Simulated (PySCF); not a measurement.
## Electronic structure of C$_{3}$H$_{11}$BS$_{2}$Si in real space

The calculation's input:

```
{"job": {"kind": "nmr", "xc": "PBE0", "basis": "pcSseg-1"}, "charge": 0, "multiplicity": 1}
C      2.219132     1.986284     0.416000
S      0.781698     1.020033     0.965586
C      1.109296    -0.507258    -0.003718
B      0.116727    -1.741086     0.250762
C     -1.195679    -1.605469     1.076732
S     -1.698903    -1.612922    -0.694767
Si    -2.279349     0.456777    -1.072602
H      2.298274     1.962309    -0.674233
H      3.122473     1.570534     0.860649
H      2.083257     3.006277     0.765149
H      1.122203    -0.199105    -1.052599
H      2.126314    -0.803357     0.264635
H      0.541550    -2.808381     0.005831
H     -1.461970    -0.670844     1.556721
H     -1.648376    -2.458800     1.565049
H     -1.140329     1.362939    -1.094483
H     -2.872436     0.298433    -2.396599
H     -3.232641     0.749953    -0.006885
```

Command:

```sh
OMP_NUM_THREADS=1 python probes_run.py task.json out
```

Geometry: GFN2-xTB.

Theory: PySCF 2.14.0, PBE0/pcSseg-1, SCF density, gas phase, non-relativistic.

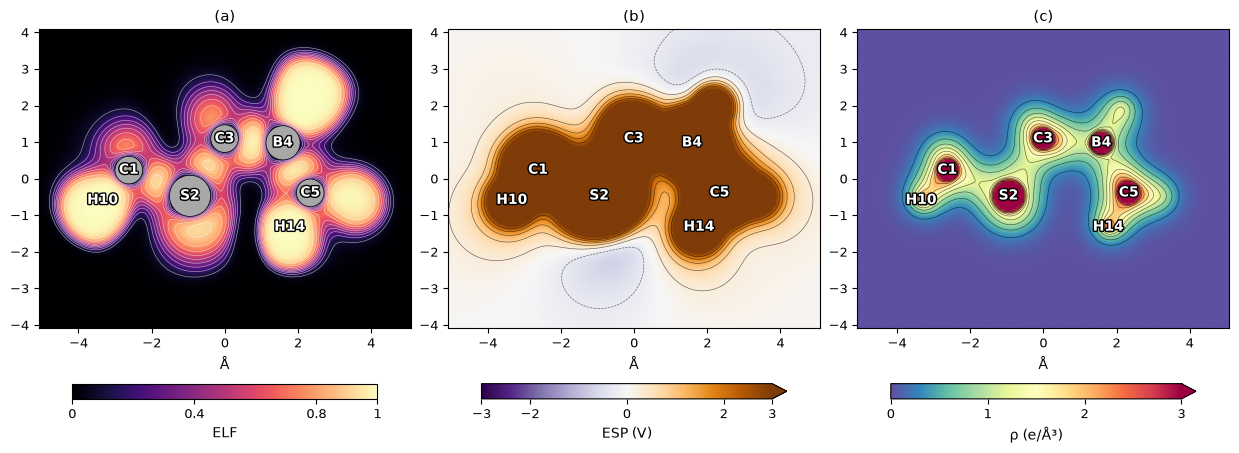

Figure 1. (a) electron localisation function; (b) molecular electrostatic potential; (c) total electron density on the plane of atoms B4, C5 and H14. Grey discs cover the atomic cores in the ELF map.

Q: What do the fields say about this system?

A:
- The section cuts through C, S, B and H sites.
- C–B (1.56 Å): the density is about 1.4 e/Å³ at the midpoint; the ELF peaks at about 0.95 between the atoms, as expected for a covalent bond.
- C–S (1.82 Å): ρ is about 1.2 e/Å³ halfway; the ELF peaks at about 0.90 between the atoms, as expected for localised, covalent bonding.
- C–H (1.09 Å): ρ is about 2 e/Å³ halfway; the ELF climbs to about 1 towards the hydrogen, as it does in any bond to H (a covalent bond by its length).
- C–B (1.60 Å): the density is about 1.3 e/Å³ at the midpoint; the ELF peaks at about 1 between the atoms; localised, covalent bonding.
- The ELF also peaks beside S2, away from the bonds: lone-pair regions.
- Outside the dense part of the molecule the potential is most negative (−0.7 V) near S2.

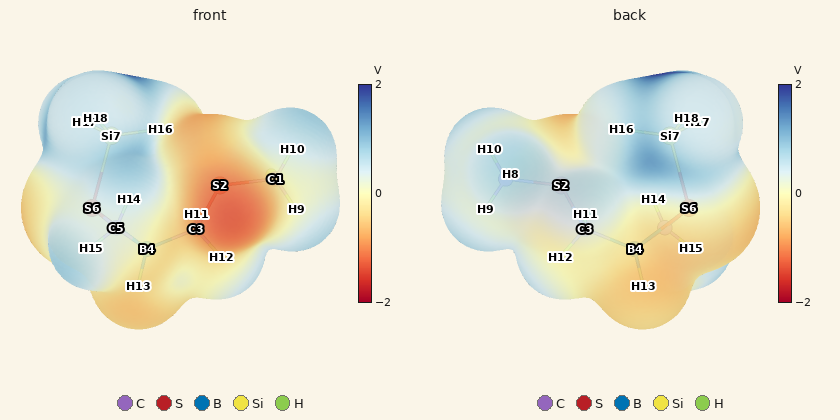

Figure 2. The molecular electrostatic potential painted on the density surface at 0.002 e/bohr³, seen from the front and from behind; red is negative and blue positive.

Q: Which sites attract a positive test charge, and which a negative one?

A: A positive charge is drawn to the negative regions and a negative charge to the positive ones. The most negative region (about −1.3 V) lies over S2, the most positive (about +1.8 V) over Si7.

Q: What dipole moment does the calculation give?

A: Its dipole moment is 1.93 D.
